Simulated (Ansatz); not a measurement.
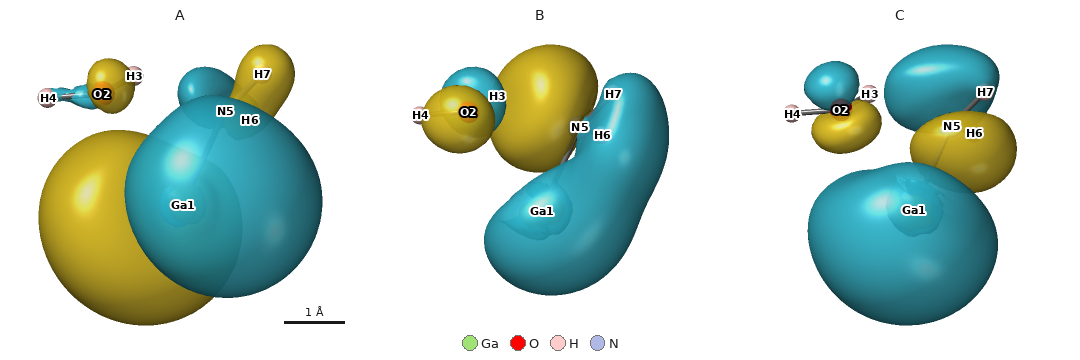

The picture shows: GaH$_{2}$N···H$_{2}$O. Three frontier orbitals at ±0.08 Å⁻³ᐟ² (yellow and cyan are the two phases), in no order.

Method: RKS PBE0/def2-SVP in Ansatz 0.2.0.

```csv
atom,x (Å),y (Å),z (Å)
Ga,0.1248,-1.1103,-1.0982
O,1.0055,0.2055,0.6662
H,0.0172,0.2882,0.7551
H,1.3135,-0.2998,1.4278
N,-1.3237,0.0165,-0.4054
H,-2.2714,-0.3613,-0.4147
H,-1.3931,0.9798,-0.7425
```

Which picture is the HOMO−1, the HOMO and the LUMO?

Answer. B is the HOMO−1 (−7.36 eV). Its weight (Hirshfeld) is mainly on N5 (about 60 %), Ga1 (about 25 %) and O2 (about 5 %). C is the HOMO (−5.79 eV). Its weight (Hirshfeld) is mainly on Ga1 (about 65 %) and N5 (about 25 %). A is the LUMO (−0.82 eV). Its weight (Hirshfeld) is mainly on Ga1 (about 90 %).

What is the HOMO–LUMO gap?

Answer. 4.97 eV between the orbital energies.
